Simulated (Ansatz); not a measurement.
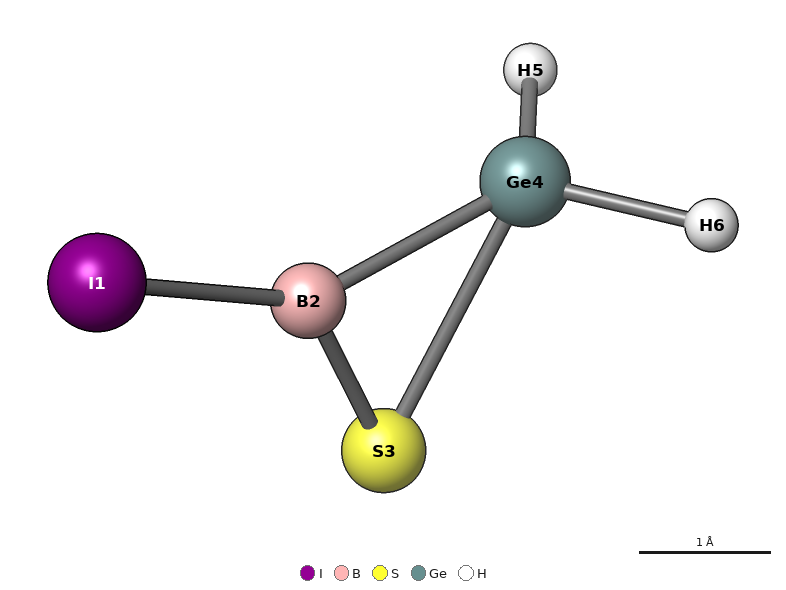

Numbered structure. The computed structure is the end point of a PBE-D4/def2-SVP optimisation. No frequency run is at hand to confirm it as a minimum.

Which bond is the longest?

S3–Ge4, 2.387 Å.

What is the dihedral angle I1–B2–Ge4–S3?

179° in size, that is anti.
